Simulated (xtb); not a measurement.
## Geometry relaxation of BO (part 2 of 2)

BO, multiplicity 2; GFN1-xTB, ALPB solvent chcl3 (xtb 6.7.1 later snapshot). 

Geometry of the input (Å):
```
O  0.9831  -0.5651  0.4799
B  0.0203  -0.0116  0.0099
```

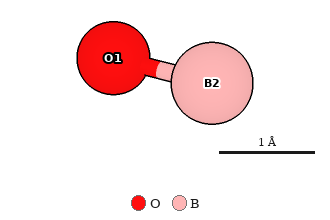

Fig. 1: The geometry at step 1 of the log (ball-and-stick view, seen at a tilt; atoms are numbered from 1 in the order of the input).

**The program's output, continued**
```
 iter      E             dE          RMSdq      gap      omega  full diag
   1     -6.1278474 -0.612785E+01  0.240E-03    5.47       0.0  T
   2     -6.1278474 -0.651939E-08  0.110E-03    5.47      64.3  T
   3     -6.1278474 -0.132785E-08  0.558E-04    5.47     126.6  T
   4     -6.1278474 -0.176339E-10  0.870E-08    5.47  100000.0  T
   5     -6.1278474  0.177636E-14  0.163E-08    5.47  100000.0  T
     SCC iter.                  ...        0 min,  0.000 sec
     gradient                   ...        0 min,  0.000 sec
 * total energy  :    -6.0630518 Eh     change       -0.2162515E-07 Eh
   gradient norm :     0.0001789 Eh/α   predicted    -0.3079670E-07 (  42.41%)
   displ. norm   :     0.0000955 α      lambda       -0.9066021E-08
   maximum displ.:     0.0000955 α      in ANC's #1, #1, #1, ...

   *** GEOMETRY OPTIMIZATION CONVERGED AFTER 3 ITERATIONS ***

------------------------------------------------------------------------
 total energy gain   :        -0.0000627 Eh       -0.0394 kcal/mol
 total RMSD          :         0.0058936 a0        0.0031 Å
 total power (kW/mol):        -0.0548925 (step)  -93.7505 (real)
------------------------------------------------------------------------

 ANCopt (total)                0 d,  0 h,  0 min,  0.002 sec
 optimizer setup                ...        0 min,  0.000 sec (  3.666%)
 model hessian                  ...        0 min,  0.000 sec (  0.388%)
 ANC generation                 ...        0 min,  0.000 sec (  1.525%)
 coordinate transformation      ...        0 min,  0.000 sec (  0.467%)
 single point calculation       ...        0 min,  0.001 sec ( 76.978%)
 optimization log               ...        0 min,  0.000 sec (  5.344%)
 hessian update                 ...        0 min,  0.000 sec (  0.412%)
 rational function              ...        0 min,  0.000 sec (  5.230%)

================
 final structure:
================
2
 xtb: 6.7.1
O            0.98061001943809       -0.56366854565744        0.47868449224751
B            0.02278998056191       -0.01303145434256        0.01111550775249

 Bond Distances (Angstroems)
 ---------------------------
O1-B2=1.1997         B2-O1=1.1997
 O  B  Rav=1.1997 sigma=0.0000  Rmin=1.1997  Rmax=1.1997     1

 selected bond angles (degree)
 --------------------

 selected dihedral angles (degree)
 ---------------------------------

           -------------------------------------------------
          |                Final Singlepoint                |
           -------------------------------------------------

          ...................................................
          :                      SETUP                      :
          :.................................................:
          :  # basis functions                   8          :
          :  # atomic orbitals                   8          :
          :  # shells                            4          :
          :  # electrons                         9          :
          :  # halogen bonds                     0          :
          :  max. iterations                   250          :
          :  Hamiltonian                  GFN1-xTB          :
          :  restarted?                      false          :
          :  GBSA solvation                   true          :
          :  PC potential                    false          :
          :  electronic temp.          300.0000000     K    :
          :  accuracy                    1.0000000          :
          :  -> integral cutoff          0.2500000E+02      :
          :  -> integral neglect         0.1000000E-07      :
          :  -> SCF convergence          0.1000000E-05 Eh   :
          :  -> wf. convergence          0.2000000E-04 e    :
          :  Broyden damping             0.4000000          :
          :  net charge                          0          :
          :  unpaired electrons                  1          :
          ...................................................

 iter      E             dE          RMSdq      gap      omega  full diag
   1     -6.1278474 -0.612785E+01  0.106E-12    5.47       0.0  T
   2     -6.1278474 -0.532907E-14  0.416E-13    5.47  100000.0  T
   3     -6.1278474  0.888178E-15  0.381E-14    5.47  100000.0  T

   *** convergence criteria satisfied after 3 iterations ***

         #    Occupation            Energy/Eh            Energy/eV
      -------------------------------------------------------------
         1        2.0000           -0.7815935             -21.2682
         2        2.0000           -0.6039744             -16.4350
         3        2.0000           -0.5684502             -15.4683
         4        2.0000           -0.5684502             -15.4683
         5        1.0000           -0.4026055             -10.9555 (HOMO)
         6                         -0.2017331              -5.4894 (LUMO)
         7                         -0.2017331              -5.4894
         8                          0.8845308              24.0693
      -------------------------------------------------------------
                  HL-Gap            0.2008724 Eh            5.4660 eV
             Fermi-level           -0.3938486 Eh          -10.7172 eV

 SCC (total)                   0 d,  0 h,  0 min,  0.000 sec
 SCC setup                      ...        0 min,  0.000 sec ( 16.838%)
 Dispersion                     ...        0 min,  0.000 sec (  2.040%)
 classical contributions        ...        0 min,  0.000 sec (  0.842%)
 integral evaluation            ...        0 min,  0.000 sec ( 28.118%)
 iterations                     ...        0 min,  0.000 sec ( 19.041%)
 molecular gradient             ...        0 min,  0.000 sec ( 23.844%)
 printout                       ...        0 min,  0.000 sec (  6.930%)

         :::::::::::::::::::::::::::::::::::::::::::::::::::::
         ::                     SUMMARY                     ::
         :::::::::::::::::::::::::::::::::::::::::::::::::::::
         :: total energy              -6.063051829066 Eh    ::
         :: w/o Gsasa/hb/shift        -6.062601245852 Eh    ::
         :: gradient norm              0.000179410934 Eh/a0 ::
         :: HOMO-LUMO gap              5.466016016116 eV    ::
         ::.................................................::
         :: SCC energy                -6.127847421290 Eh    ::
         :: -> electrostatic           0.040369298561 Eh    ::
         :: -> Gsolv                  -0.003673704926 Eh    ::
         ::    -> Gelec               -0.003223121712 Eh    ::
         ::    -> Gsasa               -0.003340435964 Eh    ::
         ::    -> Ghb                  0.000000000000 Eh    ::
         ::    -> Gshift               0.002889852750 Eh    ::
         :: repulsion energy           0.064959294374 Eh    ::
         :: dispersion energy         -0.000163702149 Eh    ::
         :: halogen bond corr.         0.000000000000 Eh    ::
         :: add. restraining           0.000000000000 Eh    ::
         :: total charge               0.000000000000 e     ::
         :::::::::::::::::::::::::::::::::::::::::::::::::::::

           -------------------------------------------------
          |                Property Printout                |
           -------------------------------------------------

    * Orbital Energies and Occupations

         #    Occupation            Energy/Eh            Energy/eV
      -------------------------------------------------------------
         1        2.0000           -0.7815935             -21.2682
         2        2.0000           -0.6039744             -16.4350
         3        2.0000           -0.5684502             -15.4683
         4        2.0000           -0.5684502             -15.4683
         5        1.0000           -0.4026055             -10.9555 (HOMO)
         6                         -0.2017331              -5.4894 (LUMO)
         7                         -0.2017331              -5.4894
         8                          0.8845308              24.0693
      -------------------------------------------------------------
                  HL-Gap            0.2008724 Eh            5.4660 eV
             Fermi-level           -0.3938486 Eh          -10.7172 eV

  Mulliken/CM5 charges         n(s)   n(p)   n(d)
     1     -0.46407 -0.41845   1.726  4.738  0.000
     2      0.46407  0.41845   1.135  1.401  0.000

Wiberg/Mayer (AO) data.
largest (>0.10) Wiberg bond orders for each atom

 ---------------------------------------------------------------------------
     #   Z sym  total        # sym  WBO       # sym  WBO       # sym  WBO
 ---------------------------------------------------------------------------
     1   8      2.277 --     2      2.277
     2   5      2.277 --     1      2.277
 ---------------------------------------------------------------------------

Topologies differ in total number of bonds
Writing topology from bond orders to xtbtopo.mol

 dipole moment from electron density (au)
     X       Y       Z
  -0.9440   0.5427  -0.4608  total (Debye):    3.005

           -------------------------------------------------
          |                Geometry Summary                 |
           -------------------------------------------------

      molecular mass/u    :       26.8104330
   center of mass at/Å    :        0.5943791      -0.3416299       0.2901422
  moments of inertia/u·Å² :        0.2230089E-16   0.9285401E+01   0.9285401E+01
rotational constants/cm⁻¹ :        0.7559176E+18   0.1815499E+01   0.1815499E+01

 * 1 selected distances

     #   Z          #   Z                                           value/Å
     1   8          2   5                                         1.1996839 (max)

 * 1 distinct bonds (by element types)

   Z      Z             #   av. dist./Å        max./Å        min./Å
   5 B    8 O           1     1.1996839     1.1996839     1.1996839

optimized geometry written to: xtbopt.xyz

           -------------------------------------------------
          | TOTAL ENERGY               -6.063051829066 Eh   |
          | GRADIENT NORM               0.000179410934 Eh/α |
          | HOMO-LUMO GAP               5.466016016116 eV   |
           -------------------------------------------------

------------------------------------------------------------------------
------------------------------------------------------------------------
 total:
 *  cpu-time:     0 d,  0 h,  0 min,  0.008 sec
 * ratio c/w:     1.000 speedup
 SCF:
 *  cpu-time:     0 d,  0 h,  0 min,  0.001 sec
 * ratio c/w:     1.000 speedup
 ANC optimizer:
 *  cpu-time:     0 d,  0 h,  0 min,  0.003 sec
 * ratio c/w:     1.000 speedup
```

**File xtbopt.xyz**
```
2
 energy: -6.063051829066 gnorm: 0.000179410934 xtb: 6.7.1
O            0.98061001943809       -0.56366854565744        0.47868449224751
B            0.02278998056191       -0.01303145434256        0.01111550775249
```

**Standard error**
```
normal termination of xtb
```

**Trajectory as extended XYZ (Å, eV, eV/Å), 3 frames, from step=0 to step=2**
```
2
Properties=species:S:1:pos:R:3 step=0 energy=-164.98234
O     0.9831   -0.5651    0.4799
B     0.0203   -0.0116    0.0099
2
Properties=species:S:1:pos:R:3 step=1 energy=-164.98405
O     0.9807   -0.5637    0.4787
B     0.0227   -0.0130    0.0111
2
Properties=species:S:1:pos:R:3 step=2 energy=-164.98405
O     0.9806   -0.5637    0.4787
B     0.0228   -0.0130    0.0111
```

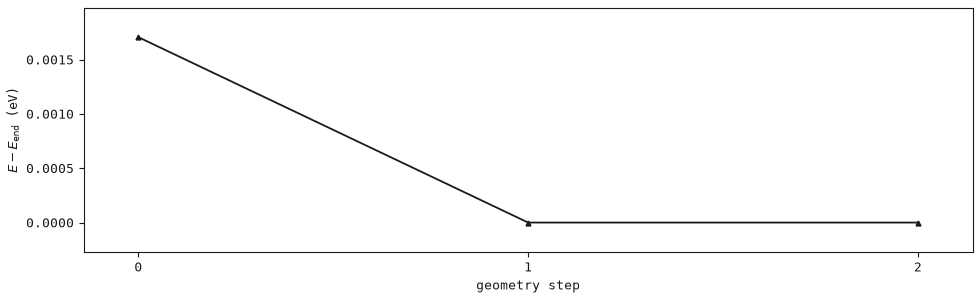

Fig. 2: Progress of the relaxation, step by step (steps are counted from 0). No atom moves by more than 0.005 Å after the best rigid fit. Distances before and after: O1–B2 1.206 → 1.200 Å. After 2 geometry steps the energy has fallen by 0.002 eV. (Atoms are counted from 1 in the order of the input.)

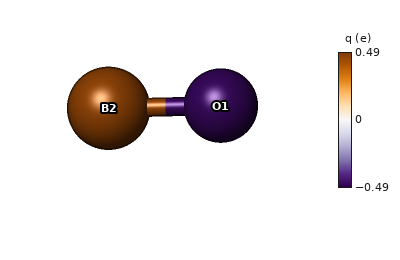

Fig. 3: Mulliken charges, as the colour of each atom (ball-and-stick view, seen at an oblique angle; atoms are numbered from 1 in the order of the input). By element: O −0.46 and B +0.46 e.

**Key numbers**

```json
{"quantity": "outcome", "value": "converged"}
{"quantity": "electrons treated", "value": "9"}
{"quantity": "total energy", "value": "−6.063052 hartree"}
{"quantity": "dispersion energy", "value": "−0.000164 hartree"}
{"quantity": "solvation energy", "value": "−0.003674 hartree"}
{"quantity": "basis functions", "value": "8"}
{"quantity": "dipole moment", "value": "3.00 D"}
{"quantity": "hardware", "value": "1 thread of Arm Neoverse V1, 24 GiB of memory available, shared host"}
{"quantity": "peak memory", "value": "0.074 GiB"}
```

**Remarks**

The record of the run, not the program, notes: no spin polarisation: high-spin states lie too high.
